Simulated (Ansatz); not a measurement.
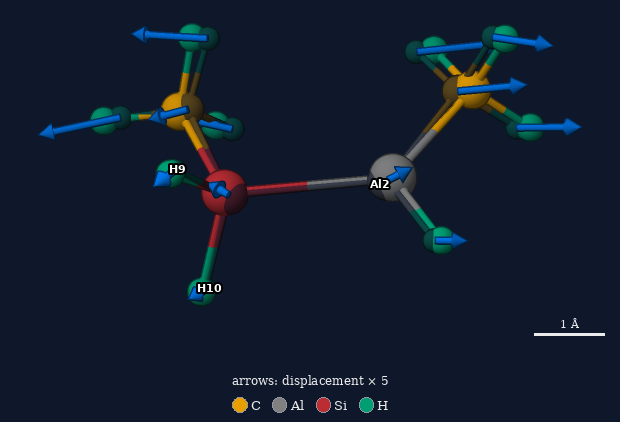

A relaxation of C2H9AlSi (coarse preliminary run). The starting structure is drawn faded, the final one solid; blue arrows show the displacements, magnified 5 times. The two geometries are superimposed by the best rigid fit.

The picture is a ball-and-stick view, seen from a free direction.

The start comes from a force field.

Level of theory: RKS PBE-D4/def2-SVP in Ansatz. Set-up: force threshold 0.03 eV/Å; at most 200 steps.

> What happened in the run?

An H atom moves most after the best rigid fit: 0.25 Å. By element the largest moves are H 0.25 Å, C 0.21 Å, Si 0.09 Å, Al 0.08 Å. Near-neighbour distances that change, for instance: Al–Si 2.328 → 2.468 Å, C–H 0.992 → 1.109 Å, C–H 1.181 → 1.109 Å, H–Si 1.449 → 1.515 Å. Bond angles that change, for instance: H–C–H 114.4° → 108.1°, Si–C–H 104.7° → 110.8°, H–Si–H 110.2° → 105.1°. Over 6 geometry steps the energy falls by 0.601 eV. Largest force component: 6.3 eV/Å at the start, 0.021 eV/Å at the end. The forces were under the threshold at step 3, but the run went on from there.
